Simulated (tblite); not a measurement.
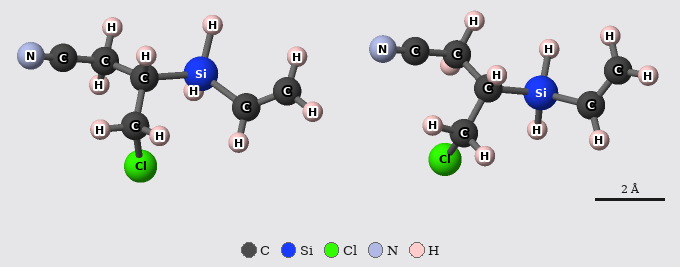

Two geometries of C6H10ClNSi, drawn at one scale. One is the start of a relaxation, the other its converged end. A ball-and-stick model, seen face on.

The calculation used tblite, GFN2-xTB geometry optimisation, gas phase. 

Which geometry has the lower energy?

The left one is the relaxed one. Over 172 geometry steps the energy falls by 43.0 kJ/mol. The largest move after the best rigid fit is that of an H atom, 1.17 Å. By element the largest moves are H 1.17 Å, Cl 1.16 Å, C 0.67 Å, Si 0.56 Å, N 0.47 Å. Some distances before and after: Cl–Si 3.422 → 3.230 Å, C–Si 1.861 → 1.924 Å, C–Si 1.828 → 1.878 Å, C–H 1.133 → 1.092 Å. Among the angles between lasting bonds that change: C–C–Si 117.7° → 124.4°, Cl–C–H 113.4° → 106.6°, C–C–H 106.6° → 112.1°. Groups turn about C–Si by about 45°, C–Si by about 30°.
